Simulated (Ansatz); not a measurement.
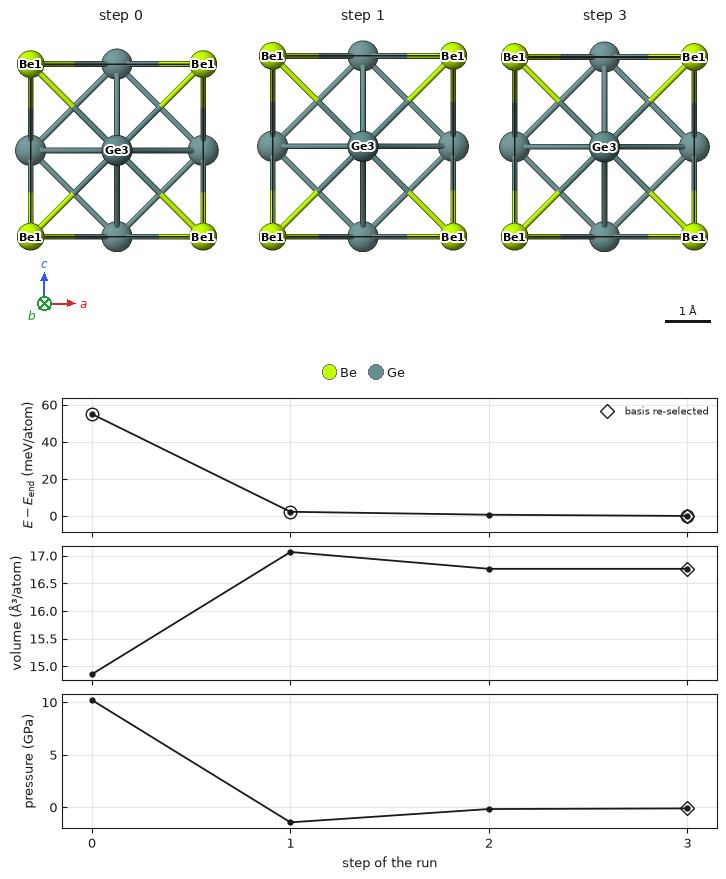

Frames of a relaxation of a crystal of BeGe3 (built on the Cu3Au (L1_2)_221 type) (coarse preliminary run), marked on the history of the run. A ball-and-stick model of the cell of the calculation, seen along the b axis.

Case: Cu3Au (L1_2) type (Pm-3m, No. 221).

All numbers below come from Ansatz 0.2.0, DFT PBE, scalar-relativistic, plane waves, PAW.

Input
```yaml
crystal:
  lattice:
    - [3.9024335175, 0.0, 0.0]
    - [0.0, 3.9024335175, 0.0]
    - [0.0, 0.0, 3.9024335175]
  atoms:
    - { symbol: Be, position: [0.0, 0.0, 0.0] }
    - { symbol: Ge, position: [0.0, 0.5, 0.5] }
    - { symbol: Ge, position: [0.5, 0.0, 0.5] }
    - { symbol: Ge, position: [0.5, 0.5, 0.0] }
basis:
  ecutwfc: 420
kpoints:
  mp_grid: { grid: [4, 4, 4] }
hamiltonian:
  xc: pbe
scf:
  occupations: { method: gaussian, width: 0.1 }
  lower_state_search: "off"
output:
  forces: true
  stress: true
  eigenvalues: true
relax:
  adjacent_minimum: "off"
  f_tol: 0.04
  max_steps: 70
  cell: { stress_tol: 0.4 }
```

Command:
```bash
ansatz run input.yaml --threads 1 --pin off --max-ram 2560MiB --backend cpu --events-out ev --progress --plain --runs-dir out
```

Q: What happens along the run?

A: After 2 accepted moves (3 points after the start) the energy has fallen by 55.0 meV per atom. All forces vanish by symmetry, so only the cell relaxes. Pressure: 10.22 GPa at the start and −0.09 GPa at the end. The SCF was repeated once at an unchanged geometry on a basis and grid sized afresh for the cell, which shifted the energy by 0.7 meV per atom at most. No atom moves by more than 0.005 Å relative to the cell. Cell: a = b = c 3.902 → 4.063 Å (+4.1 %). Volume +12.8 %. Some distances before and after: Be1–Ge2 2.759 → 2.873 Å, Ge2–Ge3 2.759 → 2.873 Å. The space group stays Pm-3m (No. 221). Cost: 7.9 s on 1 thread of Intel(R) Xeon(R) Platinum 8259CL CPU @ 2.50GHz (Skylake/Cascade Lake), on a shared host, peak memory 0.39 GiB. From step 0 to 1: volume +14.9 %, energy −52.8 meV per atom. From step 1 to 3: volume −1.8 %, energy −2.2 meV per atom.

| step | E − E(0), meV/atom | pressure, GPa | volume, Å³/atom | note |
| --- | --- | --- | --- | --- |
| 0 | 0.00 | 10.22 | 14.858 |  |
| 1 | -52.76 | -1.42 | 17.069 |  |
| 2 | -54.35 | -0.15 | 16.764 |  |
| 3 | -55.00 | -0.09 | 16.764 | same geometry, new basis |

Limits of the set-up: the k-point mesh is coarse for a cell with partly filled bands.
